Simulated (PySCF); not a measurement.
## Xe²⁺: atomic calculation

System: Xe²⁺, configuration 1s2 2s2 2p6 3s2 3p6 3d10 4s2 4p6 4d10 5s2 5p4, multiplicity 3.
Method: unrestricted B3LYP, def2-SVP with ECP28, scalar-relativistic core potential (PySCF).

## The input
```python
from pyscf import gto, scf, dft, mp, cc
import basis_set_exchange as bse
txt = bse.get_basis("def2-SVP", elements=["Xe"], fmt="nwchem", header=False)
cut = txt.index("\nECP")
mol = gto.M(atom="Xe 0 0 0", charge=2, spin=2, symmetry="D2h",
            basis=gto.basis.parse(txt[:cut]),
            ecp={"Xe": gto.basis.parse_ecp(txt[cut:])})
mf = dft.UKS(mol, xc="B3LYP")
mf.irrep_nelec = {'Ag': (4, 4), 'B1g': (1, 1), 'B2g': (1, 1), 'B3g': (1, 1), 'B1u': (2, 1), 'B2u': (2, 2), 'B3u': (2, 1)}
mf.kernel()
```

The script is an equivalent of what the driver set up; the driver started from orbitals of its own, so the log can be shorter than this script's would be, and it computed the properties (radii, ⟨L²⟩, response) afterwards. It also set what the script leaves out: hgrid = 0.3. It held the occupations shell by shell, which the script's counts by irreducible representation don't always enforce.

The run was one of a batch that the task file lists, launched with:
```bash
OMP_NUM_THREADS=1 python <driver script> TASK.json OUT
```

## Log (extracts)
```
damping factor = 0
level_shift factor = 0
DIIS = <class 'pyscf.scf.diis.CDIIS'>
diis_start_cycle = 1
diis_space = 10
diis_damp = 0
SCF conv_tol = 1e-09
SCF conv_tol_grad = None
number electrons alpha = 13  beta = 11
XC functionals = B3LYP
    P. J. Stephens, F. J. Devlin, C. F. Chabalowski, and M. J. Frisch.,  J. Phys. Chem. 98, 11623 (1994)
cycle= 1 E= -328.230877359655  delta_E= -0.00744  |g|= 0.0179  |ddm|= 0.352
cycle= 2 E= -328.230983916993  delta_E= -0.000107  |g|= 0.00249  |ddm|= 0.0267
cycle= 3 E= -328.230986434139  delta_E= -2.52e-06  |g|= 0.000348  |ddm|= 0.00303
cycle= 4 E= -328.230986528663  delta_E= -9.45e-08  |g|= 4.77e-05  |ddm|= 0.000569
cycle= 5 E= -328.23098652927  delta_E= -6.07e-10  |g|= 1.93e-05  |ddm|= 0.000104
converged SCF energy = -328.23098652927  <S^2> = 2.0021472  2S+1 = 3.0014312
```

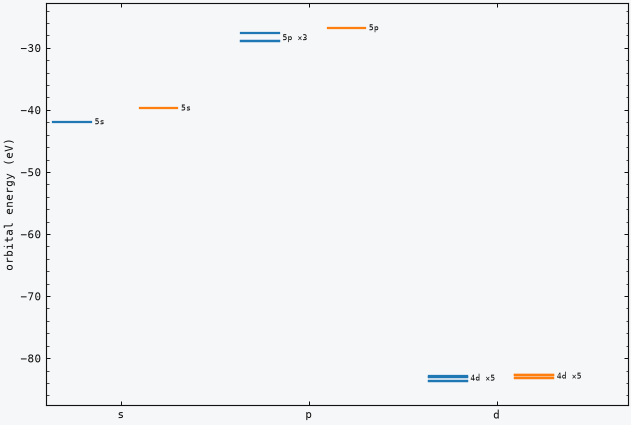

*Orbital energies of the mean field, from the top down to −83.6 eV, by angular momentum, α spin at the left of each column and β at the right; ×n counts the orbitals under one label.*

The highest filled orbital is 5p β at −26.8 eV, the lowest empty one p β at −24.8 eV.

## What the run reported

- outcome: converged
- total energy (valence electrons, under a core potential): −328.230987 hartree
- ⟨S²⟩: 2.002
- ⟨L²⟩: 2.02
- SCF iterations: 5
- hardware: 1 thread of Arm Neoverse N1, 40 GiB of memory available, shared host

## What is odd here

The input is odd on purpose: radial grid too coarse. The program ran to the end. Its numbers are those of this setting; this run alone doesn't show how far the oddity moves them.
